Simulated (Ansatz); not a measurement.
Results of r²SCAN (PAW; Ansatz, a first-principles code) for cubic perovskite TlMnCl₃.

Numerical settings: plane-wave cutoff 560 eV, 8×8×8 k mesh, Fermi–Dirac smearing 0.01 eV, spin-polarised start, scalar-relativistic PAW data made under PBE.

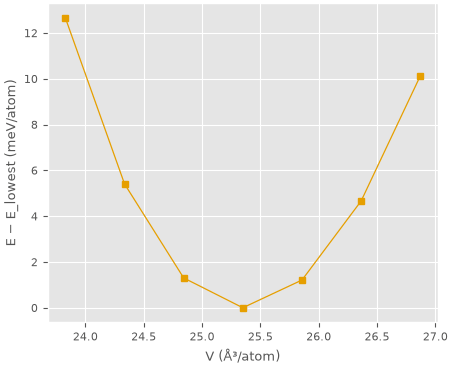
Figure. Total energy against volume

From the curve, estimate the equilibrium volume and the bulk modulus.

V0 ≈ 25.3 Å³/atom and B0 ≈ 40 GPa; the fit gives V0 = 25.349 Å³/atom, B0 = 39.6 GPa, B′ = 4.6.

Note: the magnetic order was assumed, not searched for or taken from measurement; the relaxation could not lower the start's symmetry, so the cell can be a saddle point above a distorted one.

Spin–orbit coupling is not included; it can shift volumes and moduli of such heavy elements.

The computed numbers hold no vibrational or temperature effects.
